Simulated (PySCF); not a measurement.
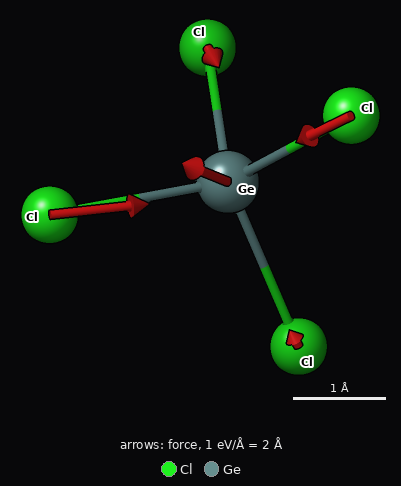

Starting geometry of GeCl$_{4}$ with the computed forces as red arrows. Style: ball-and-stick. Shown from a free direction.

The start comes from GFN2-xTB. Its atoms were then displaced at random by about 0.01 Å.

Level of theory: PBE0-D3(BJ)/def2-TZVP geometry optimisation, gas phase (PySCF 2.14.0, density-fitted response routines). 

What follows when this structure is relaxed?

It isn't relaxed: the largest force vector, on a Cl atom, is 0.58 eV/Å. The final displacements follow the starting forces only in part (cosine between the two patterns 0.69). The energy falls by 1.80 kJ/mol in 5 geometry steps. A Cl atom moves most after the best rigid fit: 0.040 Å. By element the largest moves are Cl 0.040 Å, Ge 0.011 Å. Some distances before and after: Cl–Ge 2.149 → 2.116 Å.
